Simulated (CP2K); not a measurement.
Consider 3-silylthiophene at its PBE geometry (Å).

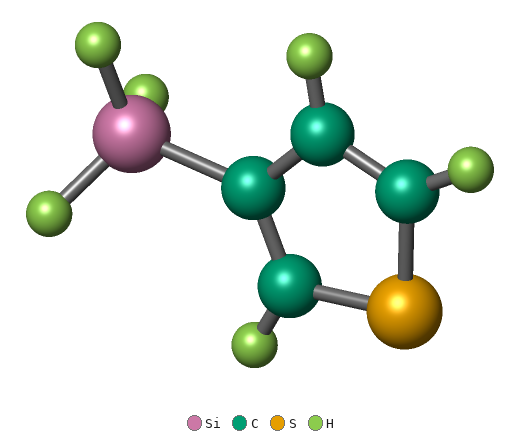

The molecule (silicon pink, carbon teal, sulfur orange, hydrogen green).

```xyz
12

Si   -1.9597    0.0108   -0.0428
C    -0.1028   -0.1364    0.0016
C     0.8120    0.9684    0.0364
C     2.1323    0.5826    0.0489
S     2.2840   -1.1278    0.0182
C     0.5812   -1.3406   -0.0102
H    -2.5838   -1.0293    0.8242
H    -2.4934   -0.1650   -1.4255
H    -2.3602    1.3620    0.4429
H     0.5023    2.0120    0.0573
H     3.0182    1.2096    0.0782
H     0.1700   -2.3463   -0.0290
```

Method: CP2K XAS_TDP, all-electron GAPW, PBEh(45%), aug-pc-1, TDA, no relativity.

**Question.** Predict the bright core excitations at the C K edge.

Leading lines: C2 281.17 eV, C3 281.52 eV, C4 281.56 eV and C6 281.41 eV. The leading line of an atom is its first one with 35 % of the strongest within 2.5 eV of its lowest line over the strength cut. 

The first six lines of each atom with a strength over 0.0015:

| atom | energy (eV) | states | strength, one atom |
| --- | --- | --- | --- |
| C2 (bonded to 2 C and Si) | 281.17 | 1 | 0.0417 |
|  | 283.52 | 1 | 0.0076 |
|  | 284.06 | 1 | 0.0108 |
|  | 284.31 | 1 | 0.0040 |
|  | 284.54 | 1 | 0.0054 |
|  | 284.96 | 1 | 0.0035 |
| C3 (bonded to 2 C and H) | 281.52 | 1 | 0.0505 |
|  | 283.34 | 1 | 0.0078 |
|  | 284.19 | 1 | 0.0104 |
|  | 284.68 | 1 | 0.0058 |
|  | 285.15 | 1 | 0.0040 |
|  | 285.75 | 1 | 0.0034 |
| C4 (bonded to C, S and H) | 281.56 | 1 | 0.0517 |
|  | 284.03 | 1 | 0.0321 |
|  | 284.68 | 1 | 0.0133 |
|  | 285.53 | 1 | 0.0057 |
|  | 285.75 | 1 | 0.0016 |
|  | 286.79 | 1 | 0.0018 |
| C6 (bonded to C, S and H) | 281.41 | 1 | 0.0530 |
|  | 284.19 | 1 | 0.0286 |
|  | 284.86 | 1 | 0.0169 |
|  | 285.72 | 1 | 0.0050 |
|  | 286.15 | 1 | 0.0025 |
|  | 286.35 | 1 | 0.0019 |

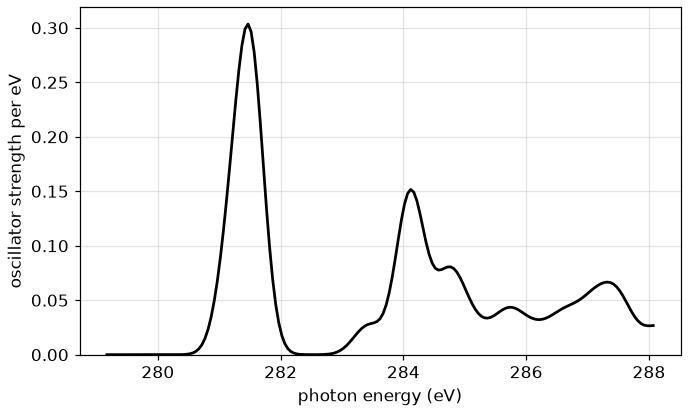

All atoms added, broadened by 0.5 eV.

Lines are vertical, at one geometry, with no vibrational structure. Without a correction of the core level, line positions, and the gaps between valence and Rydberg lines, follow the share of exact exchange. At this level such K lines come out 3 to 6 eV under measured ones. These values hold no scalar relativity, about 0.1 eV for C 1s. Rydberg lines, and the discretised continuum above threshold, depend on the basis and the box.

[Banner, clock and machine lines of the logs are left out without a mark of their own.]

[Logs are printed without paths, hosts, clocks, repeated set-up lines and the standing remarks that a program may print on its own settings, such as how far it seeks lower states.]

[Hosts, paths, dates, database ids (printed as entryN), source tags and the programs' standing remarks are cut or masked in the printed files.]
